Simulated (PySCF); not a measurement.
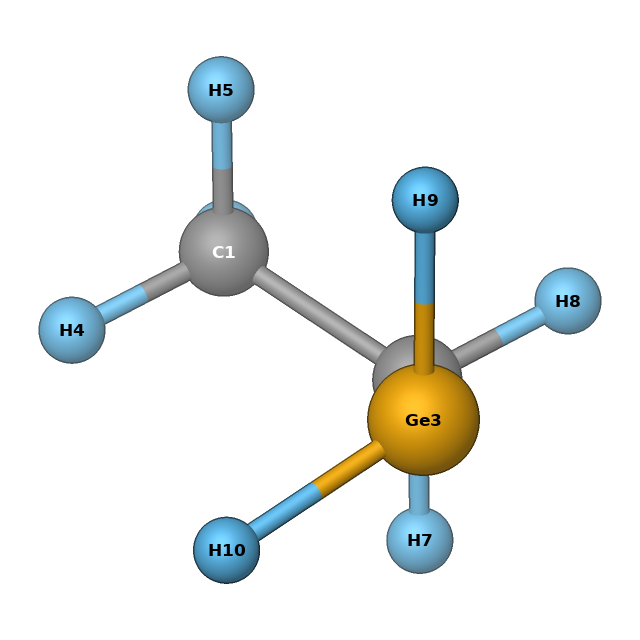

C2 lies behind Ge3. The molecule seen nearly along the Ge3–C2 bond, Ge3 in front. Distant atoms are faded towards the background colour. State: neutral, doublet. The computed structure is the end point of a PBE0-D3(BJ)/def2-SVP optimisation. No frequency run is at hand to confirm it as a minimum.

Q: What is the torsion angle H9–Ge3–C2–C1? The sign is positive where the front bond must turn clockwise to cover the back bond.

A: −58°, synclinal (gauche).
